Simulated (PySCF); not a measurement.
**C₅H₇FO: density, localisation and related maps**

Input

```
{"job": {"xc": "B3LYP", "basis": "pcSseg-1", "solvent": "tetrahydrofuran", "kind": "nmr", "pop": true}, "charge": 0, "multiplicity": 1}
C     -1.729741    -0.336226    -0.178073
C     -0.360959    -0.111355    -0.825222
O      0.318094    -1.325638    -1.040904
C      0.470619     0.851707     0.024831
C      1.990488     0.715498     0.071474
C      1.329303     0.335825     1.118466
F      1.322940    -0.178531     2.335497
H     -1.607806    -0.759013     0.818362
H     -2.266434     0.604446    -0.094364
H     -2.316728    -1.025192    -0.780042
H     -0.489945     0.316966    -1.825848
H      0.418808    -1.775300    -0.192844
H      0.022093     1.838782     0.112031
H      2.898590     0.847559    -0.460063
```

Run with:

```sh
OMP_NUM_THREADS=1 python ens_run.py task.json out
```

Geometry: GFN2-xTB.

All numbers below come from PySCF 2.14.0, B3LYP/pcSseg-1, SCF density, in a tetrahydrofuran solvent model, non-relativistic.

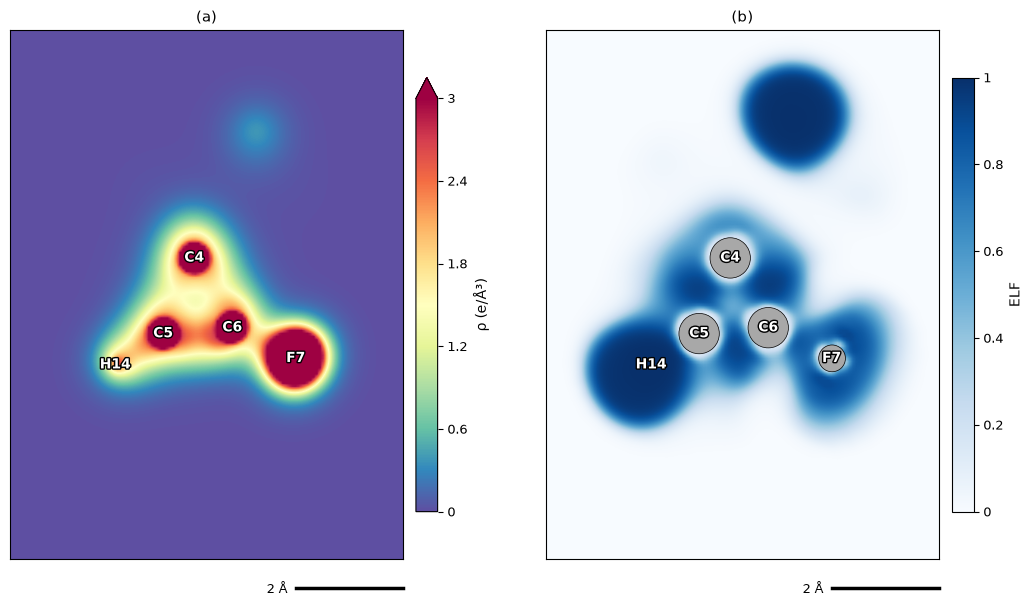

Figure 1. (a) electron density; (b) ELF on the plane of atoms C4, C6 and C5. Grey discs cover the atomic cores in the ELF map.

Question: What does the map show?

Answer: The section cuts through C, F and H sites.
C–C (1.30 Å): ρ at the midpoint is about 2.3 e/Å³; the ELF peaks at about 0.80 between the atoms (a short, multiple covalent bond).
C–F (1.32 Å): the density is about 2.4 e/Å³ at the midpoint; the ELF peaks at about 0.85 between the atoms (a polar covalent bond).
C–C (1.48 Å): the density is about 1.6 e/Å³ at the midpoint; the ELF peaks at about 0.80 between the atoms; a covalent bond.
C–H (1.06 Å): ρ at the midpoint is about 2.1 e/Å³; the ELF climbs to about 1 towards the hydrogen, as it does in any bond to H (an ordinary covalent bond to hydrogen).
The ELF also peaks beside F7, away from the bonds: lone-pair regions.

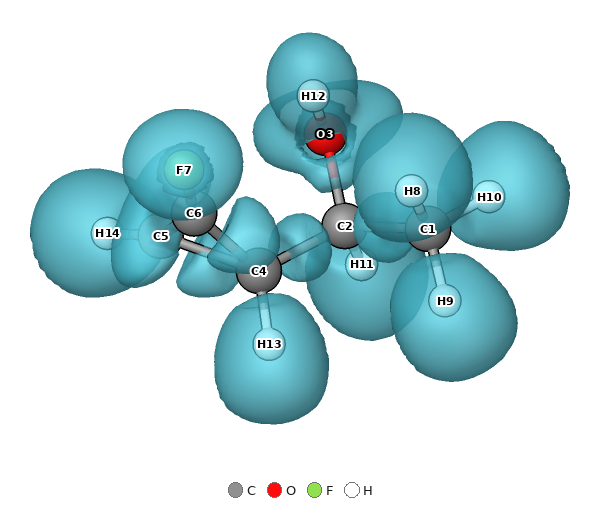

Figure 2. Isosurface of the ELF at 0.75 (cyan), seen from one side. Only the valence region is drawn (cores and ρ < 0.01 e/Å³ removed).

Question: What do the ELF domains correspond to?

Answer: The surface consists of five regions between bonded C–C atoms (shared pairs), six regions around hydrogen nuclei, one region on F in which the atom's valence shell and bonds are merged and one joined region spread over several atoms (H, O), in which their bonds and any lone pairs are merged.

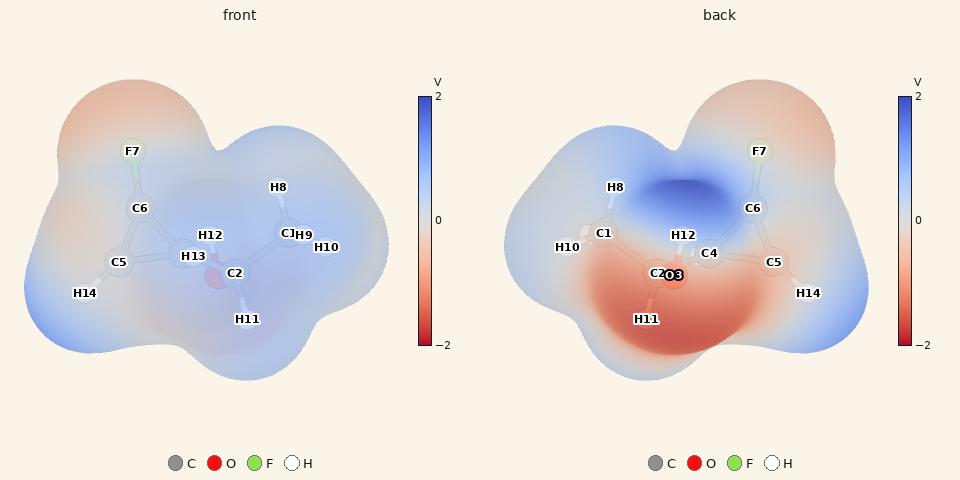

Figure 3. The electrostatic potential painted on the density surface at 0.001 e/bohr³, seen from the front and from behind; red is negative and blue positive.

Question: Which sites attract a positive test charge, and which a negative one?

Answer: A positive charge is drawn to the negative regions and a negative charge to the positive ones. The most negative region (about −1.6 V) lies over O3, the most positive (about +1.8 V) over H12. O3 is the likeliest acceptor of a hydrogen bond.

Question: How polar is the molecule by this calculation?

Answer: Its dipole moment is 1.15 D.
